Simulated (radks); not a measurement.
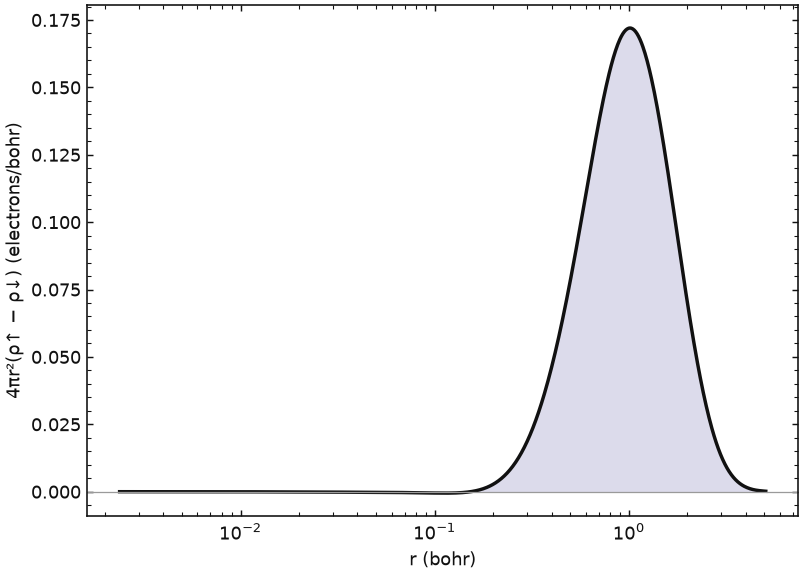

Sc with charge +2.75; electrons: [Ar] 3d0.25 (3d: 0.25 up, 0 down). All numbers are computed, not measured: scalar-relativistic Kohn-Sham, LDA (Slater exchange, Perdew-Wang correlation), spin-polarised, spherical densities, finite nucleus (the in-house radial solver radks).

The plot shows the radial spin density.

> What does the plot show?

The curve integrates to 0.25 unpaired electrons, held by 3d (+0.25). Its largest value, 0.172 electrons/bohr, lies near r = 1.0 bohr. Regions of the opposite sign are negligible.
